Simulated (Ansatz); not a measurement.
## Geometry relaxation, with input and output: ZrNH3ClF3 (part 1 of 3)

ZrNH3ClF3, computed with RKS PBE/def2-SVP (Ansatz 0.2.0).

It belongs to a series of runs on one base structure; here: end point B relaxed.

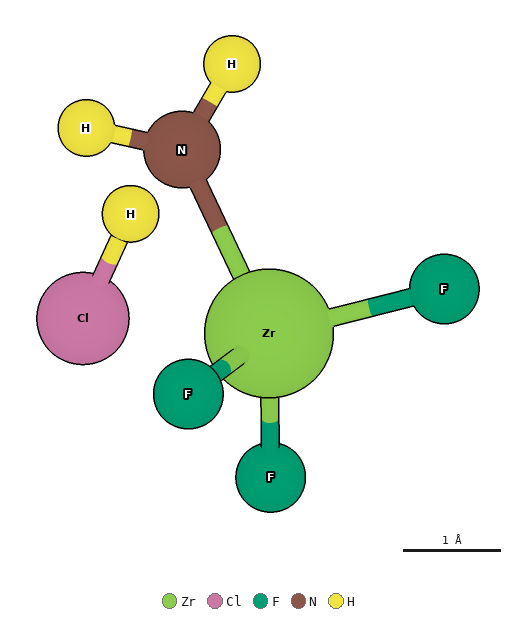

**Figure 1.** The structure as given in the input (ball-and-stick view, seen at a tilt). Sticks mark near contacts. Bond lengths as drawn: Cl–H 1.34 Å, F–Zr 1.91 Å, H–N 1.03 Å and N–Zr 2.16 Å.

**The input**
```yaml
crystal:
  periodic: [false, false, false]
  atoms:
    - { symbol: Zr, position_ang: [-0.538444, 0.038382, -0.426064] }
    - { symbol: Cl, position_ang: [0.044223, 0.14075, 3.253291] }
    - { symbol: F, position_ang: [1.244196, -0.056238, 0.257703] }
    - { symbol: F, position_ang: [-0.620738, 1.659087, -1.426543] }
    - { symbol: F, position_ang: [-0.776658, -1.458774, -1.580969] }
    - { symbol: "N", position_ang: [-2.299644, -0.028834, 0.828058] }
    - { symbol: H, position_ang: [-3.017484, -0.763425, 0.77853] }
    - { symbol: H, position_ang: [-2.722644, 0.795239, 1.272679] }
    - { symbol: H, position_ang: [-1.084707, -0.326187, 2.695216] }
basis:
  gaussian: { orbitals: def2-SVP }
hamiltonian:
  xc: pbe
relax:
  f_tol: 0.03
  max_steps: 50
output:
  orbitals: {}
```

Command:
```bash
ansatz run input.yaml --threads 4 --pin off --max-ram 5120MiB --backend cpu --events-out ev --progress --plain --runs-dir out
```

**What the program printed**
```
The last accepted step is kept in [file] (removed where the run ends without a failure and the disk answers)
Engine: ansatz 0.2.0, x86_64-unknown-linux-gnu
Functional definition: PBE
  parameter kappa = 0.804
  parameter beta = 0.06672455060314922
  exchange = pbe_x(kappa = kappa, mu = beta*pi^2/3)
  correlation = pbe_c(beta = beta)
1263 factors; their error is unknown
mean field evaluation 1: about -23461.2977 eV, gradient 8.6e1 eV
mean field evaluation 2: about -23328.1555 eV, gradient 2.5e2 eV
mean field evaluation 4: about -23474.4032 eV, gradient 1.9e1 eV
mean field evaluation 8: about -23475.1010 eV, gradient 2.5e-1 eV
mean field evaluation 16: about -23475.0452 eV, gradient 1.1e-3 eV
mean field -23475.04516963 eV, -862.6919980267 hartree, gradient 1.5e-5 eV, S^2 0.000000; 0 other end points of the search recorded, 0 dependent functions left out
the calculation of the forces begins
reference -23475.04524809 eV, -862.6920009100 hartree; 33, 33 occupied and 87, 87 virtual orbitals, 1263 factors
relax step   1: F+E_penalty+E_count = -23475.04516963 eV  Δ(F+E_penalty+E_count) = +0.000e0 eV  max|allowed force component| = 1.301e0 eV/Å  Δτ_max = 0.0000 Å  (29 SCF iters, accepted)
these checks for a lower state are left out or cut short: starts, cluster_reference, orbital_swaps, neighbouring_geometries, increment
1263 factors; their error is unknown
mean field -23475.18616863 eV, -862.6971796446 hartree, gradient 1.8e-5 eV, S^2 0.000000; 0 other end points of the search recorded, 0 dependent functions left out
[... from here on the field's lines of each further geometry are left out, up to the last ...]
relax step   2: F+E_penalty+E_count = -23475.18616863 eV  Δ(F+E_penalty+E_count) = -1.410e-1 eV  max|allowed force component| = 6.413e-1 eV/Å  Δτ_max = 0.1959 Å  (35 SCF iters, accepted)
relax step   3: F+E_penalty+E_count = -23475.25505578 eV  Δ(F+E_penalty+E_count) = -6.889e-2 eV  max|allowed force component| = 3.658e-1 eV/Å  Δτ_max = 0.1921 Å  (29 SCF iters, accepted)
relax step   4: F+E_penalty+E_count = -23475.28016939 eV  Δ(F+E_penalty+E_count) = -2.511e-2 eV  max|allowed force component| = 3.531e-1 eV/Å  Δτ_max = 0.1640 Å  (29 SCF iters, accepted)
relax step   5: F+E_penalty+E_count = -23475.29553322 eV  Δ(F+E_penalty+E_count) = -1.536e-2 eV  max|allowed force component| = 1.535e-1 eV/Å  Δτ_max = 0.0978 Å  (29 SCF iters, accepted)
relax step   6: F+E_penalty+E_count = -23475.29869622 eV  Δ(F+E_penalty+E_count) = -3.163e-3 eV  max|allowed force component| = 1.227e-1 eV/Å  Δτ_max = 0.0689 Å  (29 SCF iters, accepted)
relax step   7: F+E_penalty+E_count = -23475.29919598 eV  Δ(F+E_penalty+E_count) = -4.998e-4 eV  max|allowed force component| = 2.578e-1 eV/Å  Δτ_max = 0.1035 Å  (29 SCF iters, accepted)
relax step   8: F+E_penalty+E_count = -23475.30275422 eV  Δ(F+E_penalty+E_count) = -3.558e-3 eV  max|allowed force component| = 8.420e-2 eV/Å  Δτ_max = 0.0326 Å  (28 SCF iters, accepted)
relax step   9: F+E_penalty+E_count = -23475.30503799 eV  Δ(F+E_penalty+E_count) = -2.284e-3 eV  max|allowed force component| = 8.455e-2 eV/Å  Δτ_max = 0.1009 Å  (28 SCF iters, accepted)
relax step  10: F+E_penalty+E_count = -23475.30671286 eV  Δ(F+E_penalty+E_count) = -1.675e-3 eV  max|allowed force component| = 4.059e-1 eV/Å  Δτ_max = 0.1957 Å  (34 SCF iters, accepted)
relax step  11: F+E_penalty+E_count = -23475.31420596 eV  Δ(F+E_penalty+E_count) = -7.493e-3 eV  max|allowed force component| = 1.639e-1 eV/Å  Δτ_max = 0.0353 Å  (28 SCF iters, accepted)
relax step  12: F+E_penalty+E_count = -23475.32616115 eV  Δ(F+E_penalty+E_count) = -1.196e-2 eV  max|allowed force component| = 1.762e-1 eV/Å  Δτ_max = 0.1951 Å  (34 SCF iters, accepted)
relax step  13: F+E_penalty+E_count = -23475.34247669 eV  Δ(F+E_penalty+E_count) = -1.632e-2 eV  max|allowed force component| = 2.628e-1 eV/Å  Δτ_max = 0.1995 Å  (34 SCF iters, accepted)
relax step  14: F+E_penalty+E_count = -23475.36716297 eV  Δ(F+E_penalty+E_count) = -2.469e-2 eV  max|allowed force component| = 2.577e-1 eV/Å  Δτ_max = 0.1944 Å  (34 SCF iters, accepted)
relax step  15: F+E_penalty+E_count = -23475.39921350 eV  Δ(F+E_penalty+E_count) = -3.205e-2 eV  max|allowed force component| = 3.202e-1 eV/Å  Δτ_max = 0.1971 Å  (34 SCF iters, accepted)
relax step  16: F+E_penalty+E_count = -23475.46142067 eV  Δ(F+E_penalty+E_count) = -6.221e-2 eV  max|allowed force component| = 2.618e-1 eV/Å  Δτ_max = 0.1953 Å  (31 SCF iters, accepted)
relax step  17: F+E_penalty+E_count = -23475.53948119 eV  Δ(F+E_penalty+E_count) = -7.806e-2 eV  max|allowed force component| = 2.941e-1 eV/Å  Δτ_max = 0.1950 Å  (37 SCF iters, accepted)
relax step  18: F+E_penalty+E_count = -23475.62773936 eV  Δ(F+E_penalty+E_count) = -8.826e-2 eV  max|allowed force component| = 7.547e-1 eV/Å  Δτ_max = 0.1937 Å  (37 SCF iters, accepted)
relax step  19: F+E_penalty+E_count = -23475.92191182 eV  Δ(F+E_penalty+E_count) = -2.942e-1 eV  max|allowed force component| = 1.651e0 eV/Å  Δτ_max = 0.1947 Å  (35 SCF iters, accepted)
relax step  20: F+E_penalty+E_count = -23476.41516243 eV  Δ(F+E_penalty+E_count) = -4.933e-1 eV  max|allowed force component| = 8.151e-1 eV/Å  Δτ_max = 0.1939 Å  (36 SCF iters, accepted)
relax step  21: F+E_penalty+E_count = -23476.64750786 eV  Δ(F+E_penalty+E_count) = -2.323e-1 eV  max|allowed force component| = 1.772e0 eV/Å  Δτ_max = 0.1949 Å  (35 SCF iters, accepted)
relax step  22: F+E_penalty+E_count = -23476.65559271 eV  Δ(F+E_penalty+E_count) = -8.085e-3 eV  max|allowed force component| = 3.493e0 eV/Å  Δτ_max = 0.1935 Å  (37 SCF iters, accepted)
relax step  23: F+E_penalty+E_count = -23476.93312213 eV  Δ(F+E_penalty+E_count) = -2.775e-1 eV  max|allowed force component| = 7.691e-1 eV/Å  Δτ_max = 0.1946 Å  (34 SCF iters, accepted)
relax step  24: F+E_penalty+E_count = -23476.94667020 eV  Δ(F+E_penalty+E_count) = -1.355e-2 eV  max|allowed force component| = 6.331e-1 eV/Å  Δτ_max = 0.0647 Å  (30 SCF iters, accepted)
relax step  25: F+E_penalty+E_count = -23476.91439830 eV  Δ(F+E_penalty+E_count) = +3.227e-2 eV  max|allowed force component| = 1.218e0 eV/Å  Δτ_max = 0.0696 Å  (31 SCF iters, rejected (line search))
relax step  26: F+E_penalty+E_count = -23476.96865796 eV  Δ(F+E_penalty+E_count) = -2.199e-2 eV  max|allowed force component| = 1.087e-1 eV/Å  Δτ_max = 0.0338 Å  (30 SCF iters, accepted)
relax step  27: F+E_penalty+E_count = -23476.97545507 eV  Δ(F+E_penalty+E_count) = -6.797e-3 eV  max|allowed force component| = 5.315e-2 eV/Å  Δτ_max = 0.0923 Å  (30 SCF iters, accepted)
relax step  28: F+E_penalty+E_count = -23476.97723570 eV  Δ(F+E_penalty+E_count) = -1.781e-3 eV  max|allowed force component| = 5.875e-2 eV/Å  Δτ_max = 0.0325 Å  (28 SCF iters, accepted)
relax step  29: F+E_penalty+E_count = -23476.98238017 eV  Δ(F+E_penalty+E_count) = -5.144e-3 eV  max|allowed force component| = 4.962e-1 eV/Å  Δτ_max = 0.1756 Å  (34 SCF iters, accepted)
relax step  30: F+E_penalty+E_count = -23476.99171605 eV  Δ(F+E_penalty+E_count) = -9.336e-3 eV  max|allowed force component| = 5.200e-1 eV/Å  Δτ_max = 0.1020 Å  (28 SCF iters, accepted)
relax step  31: F+E_penalty+E_count = -23477.01997827 eV  Δ(F+E_penalty+E_count) = -2.826e-2 eV  max|allowed force component| = 5.406e-1 eV/Å  Δτ_max = 0.1983 Å  (35 SCF iters, accepted)
relax step  32: F+E_penalty+E_count = -23477.06021599 eV  Δ(F+E_penalty+E_count) = -4.024e-2 eV  max|allowed force component| = 6.983e-1 eV/Å  Δτ_max = 0.1987 Å  (35 SCF iters, accepted)
relax step  33: F+E_penalty+E_count = -23477.10695541 eV  Δ(F+E_penalty+E_count) = -4.674e-2 eV  max|allowed force component| = 5.634e-1 eV/Å  Δτ_max = 0.1908 Å  (35 SCF iters, accepted)
relax step  34: F+E_penalty+E_count = -23477.16589484 eV  Δ(F+E_penalty+E_count) = -5.894e-2 eV  max|allowed force component| = 3.168e-1 eV/Å  Δτ_max = 0.1999 Å  (34 SCF iters, accepted)
relax step  35: F+E_penalty+E_count = -23477.19284768 eV  Δ(F+E_penalty+E_count) = -2.695e-2 eV  max|allowed force component| = 1.795e-1 eV/Å  Δτ_max = 0.1508 Å  (34 SCF iters, accepted)
relax step  36: F+E_penalty+E_count = -23477.19660795 eV  Δ(F+E_penalty+E_count) = -3.760e-3 eV  max|allowed force component| = 2.618e-2 eV/Å  Δτ_max = 0.0485 Å  (28 SCF iters, accepted)
relax step  37: F+E_penalty+E_count = -23477.19701481 eV  Δ(F+E_penalty+E_count) = -4.069e-4 eV  max|allowed force component| = 5.932e-2 eV/Å  Δτ_max = 0.0361 Å  (28 SCF iters, accepted)
relax step  38: F+E_penalty+E_count = -23477.19771654 eV  Δ(F+E_penalty+E_count) = -7.017e-4 eV  max|allowed force component| = 1.292e-2 eV/Å  Δτ_max = 0.0417 Å  (28 SCF iters, accepted)
relax step  39: F+E_penalty+E_count = -23477.19803421 eV  Δ(F+E_penalty+E_count) = -3.177e-4 eV  max|allowed force component| = 4.632e-2 eV/Å  Δτ_max = 0.0508 Å  (28 SCF iters, accepted)
relax step  40: F+E_penalty+E_count = -23477.19822604 eV  Δ(F+E_penalty+E_count) = -1.918e-4 eV  max|allowed force component| = 3.898e-2 eV/Å  Δτ_max = 0.0123 Å  (29 SCF iters, accepted)
the calculation of the forces begins
reference -23477.19847728 eV, -862.7711306235 hartree; 33, 33 occupied and 87, 87 virtual orbitals, 1263 factors
relax step  41: F+E_penalty+E_count = -23477.19839467 eV  Δ(F+E_penalty+E_count) = -1.686e-4 eV  max|allowed force component| = 1.711e-2 eV/Å  Δτ_max = 0.0225 Å  (29 SCF iters, accepted)
1263 factors; their error is unknown
mean field evaluation 320: about -23477.2549 eV, gradient 1.4e-1 eV
```

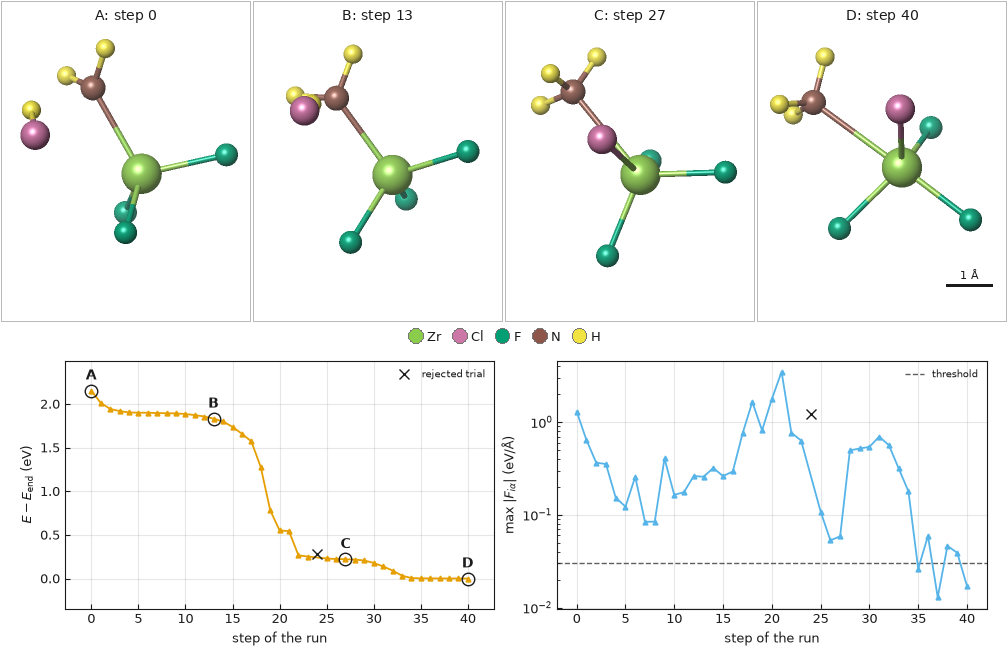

**Figure 2.** Frames of the relaxation (ball-and-stick view, seen at a tilt) above the curves, on which the letters mark them (the first geometry is step 0 here and step 1 in the log).

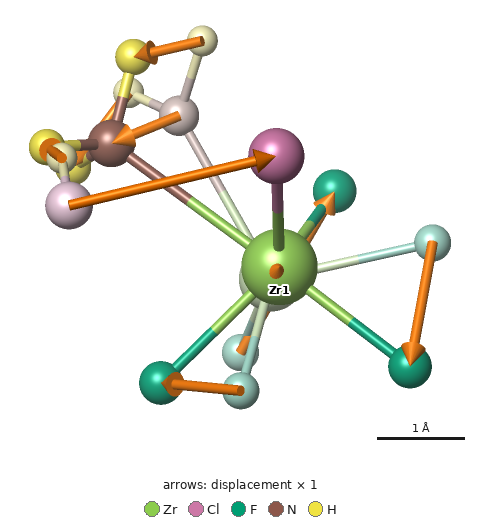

**Figure 3.** Start (faint) and end (solid) with the displacements as orange arrows, at true length (ball-and-stick view, seen at a tilt). The two geometries are laid on each other by the best rigid fit. Over 40 geometry steps the energy falls by 2.153 eV. Largest force component: 1.3 eV/Å at the start, 0.017 eV/Å at the end. The line search rejected the trial step at point 24 (counted from 0) and went back. Cl2 moves most after the best rigid fit: 2.46 Å. Largest moves by element: Cl 2.46 Å, F 2.25 Å, H 1.07 Å, N 0.87 Å, Zr 0.61 Å. Among the contacts that change: Cl2–H9 1.343 → 3.231 Å, Zr1–Cl2 3.727 → 2.394 Å, N6–H9 2.247 → 1.030 Å, Zr1–N6 2.163 → 2.462 Å. New bonds form: N6–H9 (2.25 → 1.03 Å), Zr1–Cl2 (3.73 → 2.39 Å). Bonds break: Cl2–H9 (1.34 → 3.23 Å). Among the angles that change: F4–Zr1–N6 107.2° → 176.9°, F3–Zr1–N6 123.4° → 79.4°, F5–Zr1–N6 103.0° → 79.2°. (Atoms are counted from 1 in the order of the input.)

```
mean field -23477.19839467 eV, -862.7711275874 hartree, gradient 1.7e-5 eV, S^2 0.000000; 1 other end points of the search recorded, 0 dependent functions left out
the calculation of the forces begins
reference -23477.19847728 eV, -862.7711306235 hartree; 33, 33 occupied and 87, 87 virtual orbitals, 1263 factors
Total energy: -23477.19847728 eV, -862.7711306235 hartree
Atom 0 at    -0.275796     0.498068     0.022442 Å, force     0.000107     0.001313    -0.016430 eV/Å
Atom 1 at    -0.427547     2.051213     1.838467 Å, force    -0.004202    -0.007004    -0.003066 eV/Å
Atom 2 at     0.578685    -1.189209     0.367250 Å, force     0.003335     0.005672     0.001511 eV/Å
Atom 3 at     1.092268     1.327195    -1.035833 Å, force    -0.000895    -0.005659     0.004383 eV/Å
Atom 4 at    -1.696852     0.496476    -1.272849 Å, force     0.004452     0.003998     0.004487 eV/Å
Atom 5 at    -2.047353    -0.656822     1.282427 Å, force    -0.010710    -0.009681     0.012269 eV/Å
Atom 6 at    -2.298966    -1.563725     0.861306 Å, force     0.005867     0.017114     0.005795 eV/Å
Atom 7 at    -2.918549    -0.108998     1.331588 Å, force     0.005431    -0.004379     0.001480 eV/Å
Atom 8 at    -1.777789    -0.854199     2.257104 Å, force    -0.003386    -0.001374    -0.010429 eV/Å
Dipole moment:    -0.841472    -0.622389     0.525246 e Å
```

**Trajectory as extended XYZ (Å, eV, eV/Å), 41 frames, from step=1 to step=41**
```
9
Properties=species:S:1:pos:R:3:forces:R:3 step=1 energy=-23475.04517
Zr   -0.5384    0.0384   -0.4261   -1.2308  -0.1222   0.5259
Cl    0.0442    0.1407    3.2533   -0.6344  -0.2676  -0.1655
F     1.2442   -0.0562    0.2577    0.0116  -0.0272   0.0587
F    -0.6207    1.6591   -1.4265    0.0053   0.0476   0.0046
F    -0.7767   -1.4588   -1.5810    0.0243   0.0269   0.0164
N    -2.2996   -0.0288    0.8281    1.3007  -0.0257  -0.4760
H    -3.0175   -0.7634    0.7785    0.0437  -0.0013  -0.0212
H    -2.7226    0.7952    1.2727    0.0071   0.0093   0.0319
H    -1.0847   -0.3262    2.6952    0.4725   0.3602   0.0253
9
Properties=species:S:1:pos:R:3:forces:R:3 step=2 energy=-23475.18617
Zr   -0.5938    0.0298   -0.4169    0.6052  -0.0343  -0.4801
Cl   -0.0446    0.0984    3.3186   -0.6413  -0.1741  -0.3231
F     1.1904   -0.0692    0.2697   -0.0804  -0.0158   0.0900
F    -0.6578    1.6606   -1.4059   -0.0903   0.0965   0.0024
F    -0.8080   -1.4609   -1.5828   -0.0897  -0.0729  -0.0434
N    -2.1921   -0.0528    0.8730   -0.2409   0.0490   0.3640
H    -2.9277   -0.7677    0.7761    0.0471  -0.0318   0.1018
H    -2.6326    0.7802    1.2872   -0.0141  -0.0061   0.0477
H    -1.1058   -0.2185    2.5330    0.5044   0.1895   0.2405
```
